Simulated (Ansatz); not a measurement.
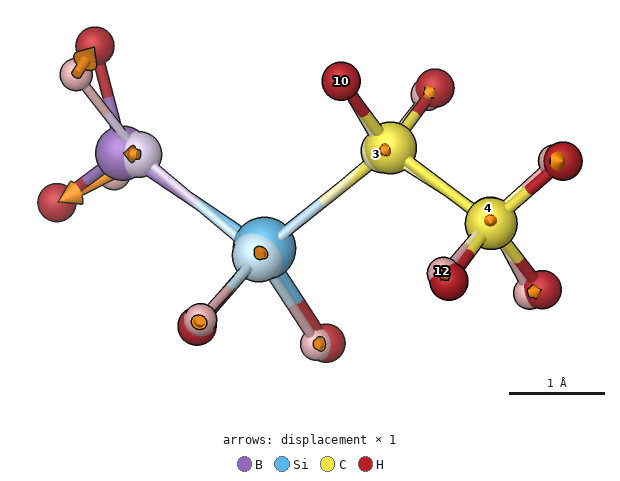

A relaxation of C₂H₉BSi (coarse preliminary run). The starting structure is drawn faded, the final one solid; orange arrows show the displacements, at their true length. The two geometries are superimposed by the best rigid fit.

A ball-and-stick model, seen from a free direction.

The start comes from a force field.

Method: Ansatz 0.2.0, RKS PBE-D4/def2-SVP. Settings: force threshold 0.03 eV/Å; at most 200 steps.

> Atoms of which element are displaced furthest, and by how much?

Hydrogen: up to 0.72 Å, against 0.20 Å for boron.

> Describe the change and its energy.

An H atom moves most after the best rigid fit: 0.72 Å. Largest moves by element: H 0.72 Å, B 0.20 Å, Si 0.15 Å, C 0.11 Å. Among the contacts that change: B–Si 1.889 → 2.012 Å, C–H 0.989 → 1.110 Å, H–Si 1.433 → 1.521 Å, C–Si 1.842 → 1.905 Å. Bond angles that change, for instance: B–Si–C 108.1° → 115.9°, B–Si–H 110.2° → 103.1°, H–C–H 113.7° → 107.2°. Groups turn about B–Si by about 35°. After 10 accepted moves (12 points after the start) the energy has fallen by 70.6 kJ/mol. Largest force component: 6.7 eV/Å at the start, 0.0052 eV/Å at the end. The line search rejected the trial steps at points 9, 11 of the run. The forces were under the threshold at step 8, but the run went on from there.
